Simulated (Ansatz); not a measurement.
## LiTi: relaxing a made-up structure

This structure for LiTi is made up. Its elements were placed in a known structure type with a cell scaled to their sizes. What cell does the guess relax to, and how far off was it?

Main program and level: Ansatz 0.2.0; DFT, PBE, plane-wave PAW, files of the set soft_1, scalar-relativistic, no spin, cell and ions relaxed at zero pressure; PAW set soft_1, in the first sound run; inputs show where later runs differ.

### 1. The starting structure

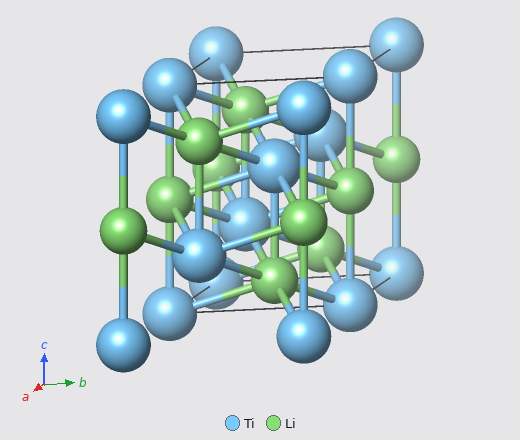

The starting structure, seen slightly off an axis (titanium blue, lithium green). 2×1×1 cells are drawn. This picture shows the conventional cell, with its axes. Some periodic images of atoms are drawn too.

### 2. Relaxation of the guess

The guess takes its coordinates from another compound and its volume from a rule, so the cell and any free coordinates are relaxed together.

input.yaml reads:

```yaml
crystal:
  lattice:
    - [2.1785, 1.257757561, 1.797666667]
    - [-2.1785, 1.257757561, 1.797666667]
    - [0.0, -2.515515123, 1.797666667]
  atoms:
    - { symbol: Ti, position: [0.0, 0.0, 0.0] }
    - { symbol: Li, position: [0.5, 0.5, 0.5] }
kpoints:
  mp_grid: { grid: [9, 9, 9] }
scf:
  occupations: { method: fermi_dirac, width: 0.05 }
hamiltonian:
  xc: pbe
  pseudopotentials: { kind: paw, azcp: { folder: soft_1 } }
relax:
  f_tol: 0.015
  max_steps: 70
  cell: {}
output:
  forces: true
  stress: true
```

Launch:

```sh
ansatz run input.yaml --threads 4 --pin off --max-ram 8192MiB --backend cpu --events-out ev --progress --plain --runs-dir out
```

Numbers of over 12 decimals in the logs are rounded to 6 here.

Log:

```text
Engine: ansatz 0.2.0, aarch64-unknown-linux-gnu
Pseudopotentials: kind: paw
Pseudopotential: Ti, paw, valence charge 12, recommended cutoff 420 eV (normal), soft_1/Ti.paw.azcp
Pseudopotential: Li, paw, valence charge 3, recommended cutoff 420 eV (normal), soft_1/Li.paw.azcp
Functional definition: PBE
  parameter kappa = 0.804
  parameter beta = 0.066725
  exchange = pbe_x(kappa = kappa, mu = beta*pi^2/3)
  correlation = pbe_c(beta = beta)
Crystal: 2 atoms, lattice volume = 29.554 Å³
Basis set: ecut = 420 eV, 589 PW (Γ), exchange–correlation on 48×48×48 points (8 copies of the dense FFT grid, shifted against one another)
Bands: 12, of which v1, the nominal top of the filled ones, is band 8 counted from 1 (7 counted from 0)
Symmetry: 12 space group operations
Space group: R-3m (ITA 166), of the structure as read, at distance tolerance 3.1e-5 Å
k-points: 85 of 729
Non-local potential: Ti, projectors of the file, l = 0: 3, l = 1: 2, l = 2: 3, l = 3: 1
Non-local potential: Li, projectors of the file, l = 0: 3, l = 1: 2, l = 2: 1
PAW form: soft (Blöchl's): semilocal exchange-correlation on the pseudo side does not see the compensation charge
PAW one-centre angular grid: Ti, 590 points (default); XC on 64 Gauss nodes
PAW one-centre angular grid: Li, 110 points (default); XC on 96 Gauss nodes
Initial density: superposition of atomic densities (chi_scale 0.1, normalization cell, long waves kept (reshape's long-wave potential 0.00 eV rms))
Initial wavefunctions: pseudopotential atomic-orbital guess
Functional: x = pbe(κ = 0.804, μ = 0.219515), c = pbe(β = 0.066725)
SCF iter   1: F=—  HF=-2703.869872 eV  |F-HF|=—  |Δ(HF+E_count)|=         —  Δρ=6.84e-2  dr2=2.06e0  ethr=3.10e-3  ⟨swp⟩=4.0  Hψ=4825  notcnv=0
preconditioner: auto → none  [metal: Δε(μ)=0.010 eV  Ē_g=3.973 eV  σ=0.050 eV  W_gap=0.05  n_scr=6 (ndim 8)  ℏωp=15.3 eV  f_vac=0.000  D(μ)=2.47/eV (n_scr^D=26)  sad-step TF]
SCF iter   2: F=—  HF=-2703.526538 eV  |F-HF|=—  |Δ(HF+E_count)|=   3.43e-1  Δρ=4.53e-2  dr2=9.17e-1  ethr=3.10e-3  ⟨swp⟩=2.0  Hψ=2041  notcnv=0
SCF iter   3: F=—  HF=-2703.327502 eV  |F-HF|=—  |Δ(HF+E_count)|=   1.99e-1  Δρ=4.04e-3  dr2=8.88e-3  ethr=3.10e-3  ⟨swp⟩=2.3  Hψ=1642  notcnv=0
SCF iter   4: F=—  HF=-2703.326055 eV  |F-HF|=—  |Δ(HF+E_count)|=   1.45e-3  Δρ=6.76e-4  dr2=8.92e-5  ethr=5.92e-5  ⟨swp⟩=2.1  Hψ=1822  notcnv=0
SCF iter   5: F=—  HF=-2703.326069 eV  |F-HF|=—  |Δ(HF+E_count)|=   1.44e-5  Δρ=1.79e-4  dr2=1.05e-5  ethr=5.95e-7  ⟨swp⟩=3.0  Hψ=1666  notcnv=0
SCF iter   6: F=—  HF=-2703.326068 eV  |F-HF|=—  |Δ(HF+E_count)|=   1.42e-6  Δρ=2.41e-5  dr2=1.53e-7  ethr=7.03e-8  ⟨swp⟩=2.2  Hψ=1201  notcnv=0
SCF iter   7: F=-2703.326067 eV  HF=-2703.326067 eV  |F-HF|=5.21e-9  |Δ(HF+E_count)|=   3.50e-8  Δρ=5.07e-6  dr2=9.28e-9  ethr=6.67e-10  ⟨swp⟩=3.7  Hψ=2764  notcnv=0
SCF 1 converged in 7 iterations: F = -2703.326067 eV  dr2 = 9.28e-9
  greatest PAW one-centre occupation: 1.000 electrons in one spin orbital (limit 2), on the Li atom at site 1 (counted from 0), in its partial waves of l = 0
relax step   1: F+E_penalty+E_count = -2703.32606749 eV  Δ(F+E_penalty+E_count) = +0.000e0 eV  max|allowed force component| = 1.611e-30 eV/Å  Δτ_max = 0.0000 Å  P = +5.237 GPa  Ω = 29.554 Å³  (7 SCF iters, dr2 threshold 1.00e-7 eV, accepted)
Crystal: 2 atoms, lattice volume = 32.709 Å³
Basis set: ecut = 420 eV, 619 PW (Γ), exchange–correlation on 48×48×48 points (8 copies of the dense FFT grid, shifted against one another)
Initial density: handed on by an earlier stage of this run
Initial wavefunctions: those handed on with the density
iter 1 solved again at ethr=1.49e-4 eV; its pass at ethr=3.10e-3 eV (dr2=2.23e-2 eV) is discarded
SCF iter   1: F=—  HF=-2703.365650 eV  |F-HF|=—  |Δ(HF+E_count)|=         —  Δρ=6.89e-3  dr2=2.28e-2  ethr=1.49e-4  ⟨swp⟩=1.0  Hψ=6776  notcnv=0
preconditioner: auto → none  [metal: Δε(μ)=0.047 eV  Ē_g=3.109 eV  σ=0.050 eV  W_gap=0.23  n_scr=6 (ndim 8)  ℏωp=14.5 eV  f_vac=0.000  D(μ)=2.67/eV (n_scr^D=26)]
SCF iter   2: F=—  HF=-2703.361270 eV  |F-HF|=—  |Δ(HF+E_count)|=   4.38e-3  Δρ=2.14e-3  dr2=2.25e-3  ethr=1.49e-4  ⟨swp⟩=2.0  Hψ=1474  notcnv=0
SCF iter   3: F=—  HF=-2703.360872 eV  |F-HF|=—  |Δ(HF+E_count)|=   3.98e-4  Δρ=2.63e-4  dr2=1.06e-5  ethr=1.50e-5  ⟨swp⟩=2.1  Hψ=1194  notcnv=0
SCF iter   4: F=—  HF=-2703.360882 eV  |F-HF|=—  |Δ(HF+E_count)|=   9.71e-6  Δρ=2.28e-5  dr2=6.67e-8  ethr=7.06e-8  ⟨swp⟩=2.6  Hψ=1725  notcnv=0
iter 5 did not close the SCF: its close was put off for the readings that it lacked (scf_convergence_deferred on its scf_iter line)
SCF iter   5: F=-2703.360882 eV  HF=-2703.360882 eV  |F-HF|=7.70e-10  |Δ(HF+E_count)|=   4.18e-8  Δρ=2.92e-6  dr2=1.53e-9  ethr=4.44e-10  ⟨swp⟩=2.0  Hψ=1560  notcnv=0
SCF iter   6: F=-2703.360882 eV  HF=-2703.360882 eV  |F-HF|=3.18e-12  |Δ(HF+E_count)|=  8.69e-11  Δρ=4.57e-7  dr2=1.92e-11  ethr=1.02e-11  ⟨swp⟩=1.3  Hψ=2674  notcnv=0
SCF 2 converged in 6 iterations: F = -2703.360882 eV  dr2 = 1.92e-11
relax step   2: F+E_penalty+E_count = -2703.36088165 eV  Δ(F+E_penalty+E_count) = -3.481e-2 eV  max|allowed force component| = 1.788e-29 eV/Å  Δτ_max = 0.0000 Å  P = -1.227 GPa  Ω = 32.709 Å³  energy of the carried Pulay correction = -4.355e-4 eV  (6 SCF iters, dr2 threshold 2.00e-7 eV, accepted)
Crystal: 2 atoms, lattice volume = 32.061 Å³
iter 1 solved again at ethr=6.49e-6 eV; its pass at ethr=3.10e-3 eV (dr2=9.73e-4 eV) is discarded
SCF iter   1: F=—  HF=-2703.363968 eV  |F-HF|=—  |Δ(HF+E_count)|=         —  Δρ=1.39e-3  dr2=8.95e-4  ethr=6.49e-6  ⟨swp⟩=1.0  Hψ=6325  notcnv=0
preconditioner: auto → none  [metal: Δε(μ)=0.066 eV  Ē_g=3.224 eV  σ=0.050 eV  W_gap=0.32  n_scr=6 (ndim 8)  ℏωp=14.7 eV  f_vac=0.000  D(μ)=2.63/eV (n_scr^D=26)]
SCF iter   2: F=—  HF=-2703.363784 eV  |F-HF|=—  |Δ(HF+E_count)|=   1.85e-4  Δρ=4.30e-4  dr2=8.78e-5  ethr=5.97e-6  ⟨swp⟩=1.8  Hψ=1117  notcnv=0
SCF iter   3: F=—  HF=-2703.363778 eV  |F-HF|=—  |Δ(HF+E_count)|=   5.94e-6  Δρ=5.74e-5  dr2=4.76e-7  ethr=5.86e-7  ⟨swp⟩=2.2  Hψ=1233  notcnv=0
iter 4 did not close the SCF: its close was put off for the readings that it lacked (scf_convergence_deferred on its scf_iter line)
SCF iter   4: F=-2703.363778 eV  HF=-2703.363778 eV  |F-HF|=1.32e-8  |Δ(HF+E_count)|=   2.67e-7  Δρ=5.99e-6  dr2=1.69e-8  ethr=3.17e-9  ⟨swp⟩=2.6  Hψ=1658  notcnv=0
iter 5 did not close the SCF: its close was put off for the readings that it lacked (scf_convergence_deferred on its scf_iter line)
SCF iter   5: F=-2703.363778 eV  HF=-2703.363778 eV  |F-HF|=1.81e-10  |Δ(HF+E_count)|=   2.57e-9  Δρ=8.96e-7  dr2=2.50e-10  ethr=1.13e-10  ⟨swp⟩=2.0  Hψ=1168  notcnv=0
SCF iter   6: F=-2703.363778 eV  HF=-2703.363778 eV  |F-HF|=2.73e-12  |Δ(HF+E_count)|=  2.64e-11  Δρ=1.21e-7  dr2=2.88e-12  ethr=1.66e-12  ⟨swp⟩=1.1  Hψ=3018  notcnv=0
SCF 3 converged in 6 iterations: F = -2703.363778 eV  dr2 = 2.88e-12
relax step   3: F+E_penalty+E_count = -2703.36377805 eV  Δ(F+E_penalty+E_count) = -2.896e-3 eV  max|allowed force component| = 2.761e-30 eV/Å  Δτ_max = 0.0000 Å  P = -0.136 GPa  Ω = 32.061 Å³  energy of the carried Pulay correction = -3.495e-4 eV  (6 SCF iters, dr2 threshold 2.00e-7 eV, accepted)
Crystal: 2 atoms, lattice volume = 31.982 Å³
iter 1 solved again at ethr=8.54e-8 eV; its pass at ethr=3.10e-3 eV (dr2=1.28e-5 eV) is discarded
SCF iter   1: F=—  HF=-2703.363818 eV  |F-HF|=—  |Δ(HF+E_count)|=         —  Δρ=1.71e-4  dr2=1.35e-5  ethr=8.54e-8  ⟨swp⟩=2.0  Hψ=6056  notcnv=0
preconditioner: auto → none  [metal: Δε(μ)=0.070 eV  Ē_g=3.223 eV  σ=0.050 eV  W_gap=0.33  n_scr=6 (ndim 8)  ℏωp=14.7 eV  f_vac=0.000  D(μ)=2.61/eV (n_scr^D=26)]
SCF iter   2: F=—  HF=-2703.363825 eV  |F-HF|=—  |Δ(HF+E_count)|=   7.49e-6  Δρ=5.24e-5  dr2=1.28e-6  ethr=8.54e-8  ⟨swp⟩=1.9  Hψ=1134  notcnv=0
iter 3 did not close the SCF: its close was put off for the readings that it lacked (scf_convergence_deferred on its scf_iter line)
SCF iter   3: F=-2703.363825 eV  HF=-2703.363825 eV  |F-HF|=2.54e-9  |Δ(HF+E_count)|=   2.45e-7  Δρ=6.54e-6  dr2=6.35e-9  ethr=8.52e-9  ⟨swp⟩=2.1  Hψ=1186  notcnv=0
iter 4 did not close the SCF: its close was put off for the readings that it lacked (scf_convergence_deferred on its scf_iter line)
SCF iter   4: F=-2703.363825 eV  HF=-2703.363825 eV  |F-HF|=1.55e-11  |Δ(HF+E_count)|=   3.65e-9  Δρ=5.86e-7  dr2=5.64e-11  ethr=4.23e-11  ⟨swp⟩=2.8  Hψ=1728  notcnv=0
iter 5 did not close the SCF: its close was put off for the readings that it lacked (scf_convergence_deferred on its scf_iter line)
SCF iter   5: F=-2703.363825 eV  HF=-2703.363825 eV  |F-HF|=0.00e0  |Δ(HF+E_count)|=  2.68e-11  Δρ=7.77e-8  dr2=7.32e-13  ethr=1.00e-12  ⟨swp⟩=1.1  Hψ=1044  notcnv=0
SCF iter   6: F=-2703.363825 eV  HF=-2703.363825 eV  |F-HF|=4.55e-13  |Δ(HF+E_count)|=  4.55e-13  Δρ=1.86e-8  dr2=3.93e-14  ethr=1.00e-12  ⟨swp⟩=1.0  Hψ=2380  notcnv=0
SCF 4 converged in 6 iterations: F = -2703.363825 eV  dr2 = 3.93e-14
relax step   4: F+E_penalty+E_count = -2703.36382496 eV  Δ(F+E_penalty+E_count) = -4.691e-5 eV  max|allowed force component| = 1.183e-30 eV/Å  Δτ_max = 0.0000 Å  P = +0.005 GPa  Ω = 31.982 Å³  energy of the carried Pulay correction = -3.388e-4 eV  (6 SCF iters, dr2 threshold 8.62e-8 eV, accepted)
Initial wavefunctions: pseudopotential atomic-orbital guess (no wavefunctions were taken with the density)
iter 1 solved again at ethr=3.98e-9 eV; its pass at ethr=3.10e-3 eV (dr2=5.96e-7 eV) is discarded
SCF iter   1: F=—  HF=-2703.364033 eV  |F-HF|=—  |Δ(HF+E_count)|=         —  Δρ=1.79e-4  dr2=3.45e-7  ethr=3.98e-9  ⟨swp⟩=3.1  Hψ=7861  notcnv=0
preconditioner: auto → none  [metal: Δε(μ)=0.070 eV  Ē_g=3.221 eV  σ=0.050 eV  W_gap=0.33  n_scr=6 (ndim 8)  ℏωp=14.7 eV  f_vac=0.000  D(μ)=2.61/eV (n_scr^D=26)]
SCF iter   2: F=—  HF=-2703.364071 eV  |F-HF|=—  |Δ(HF+E_count)|=   3.76e-5  Δρ=8.93e-5  dr2=8.74e-8  ethr=2.30e-9  ⟨swp⟩=3.0  Hψ=1702  notcnv=0
SCF iter   3: F=—  HF=-2703.364080 eV  |F-HF|=—  |Δ(HF+E_count)|=   9.26e-6  Δρ=4.56e-6  dr2=2.14e-9  ethr=5.83e-10  ⟨swp⟩=2.0  Hψ=1590  notcnv=0
SCF iter   4: F=—  HF=-2703.364080 eV  |F-HF|=—  |Δ(HF+E_count)|=   1.83e-8  Δρ=6.73e-7  dr2=5.87e-11  ethr=1.42e-11  ⟨swp⟩=2.0  Hψ=1260  notcnv=0
iter 5 did not close the SCF: its close was put off for the readings that it lacked (scf_convergence_deferred on its scf_iter line)
SCF iter   5: F=-2703.364080 eV  HF=-2703.364080 eV  |F-HF|=0.00e0  |Δ(HF+E_count)|=  2.52e-10  Δρ=6.35e-8  dr2=7.86e-13  ethr=1.00e-12  ⟨swp⟩=2.0  Hψ=1327  notcnv=0
SCF iter   6: F=-2703.364080 eV  HF=-2703.364080 eV  |F-HF|=4.55e-13  |Δ(HF+E_count)|=  1.36e-12  Δρ=7.16e-9  dr2=7.17e-15  ethr=1.00e-12  ⟨swp⟩=2.9  Hψ=3166  notcnv=0
SCF 5 converged in 6 iterations: F = -2703.364080 eV  dr2 = 7.17e-15
relax step   5: F+E_penalty+E_count = -2703.36407989 eV  Δ(F+E_penalty+E_count) = -2.549e-4 eV  max|allowed force component| = 1.972e-30 eV/Å  Δτ_max = 0.0000 Å  P = -0.006 GPa  Ω = 31.982 Å³  stress off target by 1.39e-2 GPa  SCF on the basis re-selected at this cell (its energy is not comparable with the rows above)  (6 SCF iters)
basis re-selected at this cell: Δ(F+E_penalty+E_count) = -2.549e-4 eV, ΔP = -0.011 GPa vs the last step (what re-selecting the basis moved, of the pressure what is left beyond the Pulay correction that the steps carried, after the strain that the cell walked since its last selection, with what the two solves' SCF thresholds leave and, on support functions, any second-order correction that the steps lacked; it is no m [...]
SCF converged after 6 iterations
Free energy (F): -2703.364080 eV
Harris-Foulkes:  -2703.364080 eV  (|F-HF|=4.55e-13)
Internal energy: -2703.342519 eV  (E = F + TS)
E sigma→0 (E₀):  -2703.353300 eV
Entropy (-TS):   -0.021561 eV (-10.780 meV/atom)
Fermi energy:    7.832084 eV
--- Per-component energies (eV) ---
  E_band       = -289.913150
  E_kinetic    = 296.358597
  E_local      = -1189.735017  (includes V_loc(G=0)·N_el)
  E_nonlocal   = 41.677388
  E_hartree    = 453.973024
  E_xc         = -123.804501
  E_vxc        = -155.247675  (∫ρ·V_xc dr)
  E_paw        = -1066.189143  (= ΣΔE_a)
  E_vpaw       = -190.912672  (= ΣTr[D̂ρ^β])
  E_aug_tail   = 0.000180  (compensation charges beyond the density's cutoff)
  E_ewald      = -1115.623049
  E_smearing   = -0.021561  (= −TS)
  E_closure    = -0.000000  (closes the sum)
  Σ components = -2703.364080   (vs F -2703.364080, Δ=0.00e0)
--- Forces (eV/Å), atoms counted from 1 ---
  atom   1  Ti     0.00000000    -0.00000000    -0.00000000
  atom   2  Li    -0.00000000     0.00000000    -0.00000000
  max |Σ_I F_I| component: 4.47e-30 eV/Å
--- Stress (GPa, compression-positive) ---
       -0.001589       0.000000       0.000000
        0.000000      -0.001589       0.000000
        0.000000       0.000000      -0.013860
  P = ⅓ Tr σ = -0.0057 GPa (-0.057 kbar)
--- Relaxed structure (4 steps of the walk, 4 accepted, 1 SCFs on fresh bases) ---
  F+E_penalty+E_count = -2703.36407989 eV   max|allowed force component| = 1.972e-30 eV/Å   (the final SCF, on the basis selected at the relaxed cell)
  cell:  # Å, volume = 31.9816 Å³
    - [2.244405, 1.295808, 1.832766]
    - [-2.244405, 1.295808, 1.832766]
    - [0, -2.591616, 1.832766]
  atoms:
    - { symbol: Ti, position: [0, 0, 0] }
    - { symbol: Li, position: [0.500000, 0.500000, 0.5] }
```

The job ended after 2 s (4 threads of Arm Neoverse V2, shared host; peak memory 0.27 GiB; 6.9 s of CPU time).

The steps of the relaxation:

```tsv
step	energy less that of the first step (eV)	largest force component (eV/Å)	pressure (GPa)	volume (Å³)
1	0.0000	0.0000	5.24	29.55
2	-0.0348	0.0000	-1.23	32.71
3	-0.0377	0.0000	-0.14	32.06
4	-0.0378	0.0000	0.00	31.98
5*	-0.0380	0.0000	-0.01	31.98
```

Relaxation steps marked * repeat the geometry before them on a plane-wave basis chosen anew for their cell, so energy and pressure can jump there.

Forces are held to the 12 operations that the run works with; a distortion that breaks them can't arise in this run.

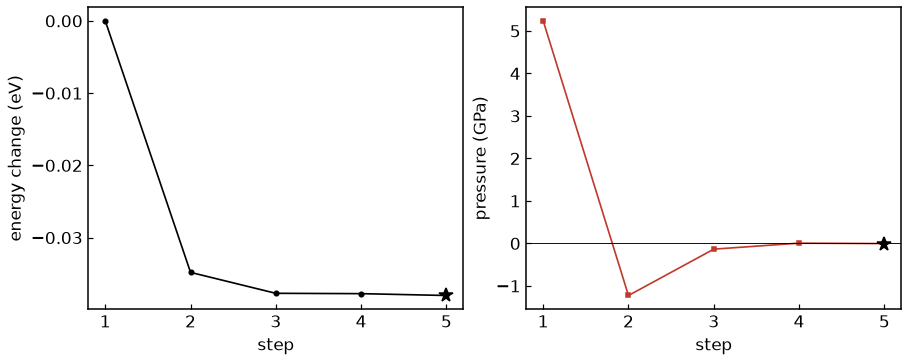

Energy and pressure along the relaxation. Stars mark steps on a basis chosen anew.

```tsv
cell as run	before	after	change
a (Å)	3.092	3.174	+2.7 %
b (Å)	3.092	3.174	+2.7 %
c (Å)	3.092	3.174	+2.7 %
α (°)	89.59	90.00	+0.4 %
β (°)	89.59	90.00	+0.4 %
γ (°)	89.59	90.00	+0.4 %
volume (Å³/atom)	14.78	15.99	+8.2 %
```

The relaxed structure:

```xyz
2
Lattice="2.2444 1.2958 1.8328 -2.2444 1.2958 1.8328 0.0000 -2.5916 1.8328" Properties=species:S:1:pos:R:3 pbc="T T T"
Ti    0.0000    0.0000    0.0000
Li    0.0000    0.0000    2.7491
```

This step gave:

```
free energy             : -2703.3641 eV
energy at zero smearing : -2703.3533 eV
smearing term TS        : 0.02156 eV
Fermi energy            : 7.832 eV
electrons               : 15
symmetry operations     : 12
pressure                : -0.005680 GPa
```

The shortest distance of each pair, which need not be the same contact before and after:

```tsv
pair	guess (Å)	relaxed (Å)
Li–Ti	2.671	2.749
Ti–Ti	3.092	3.174
Li–Li	3.092	3.174
```

The relaxation ends with a pressure of -0.01 GPa.

(Part 1 of 2 ends here.)

[Logs are printed without paths, hosts, clocks, repeated set-up lines and the standing remarks that a program may print on its own settings, such as how far it seeks lower states.]

[Hosts, paths, dates, database ids (printed as entryN), source tags and the programs' standing remarks are cut or masked in the printed files.]
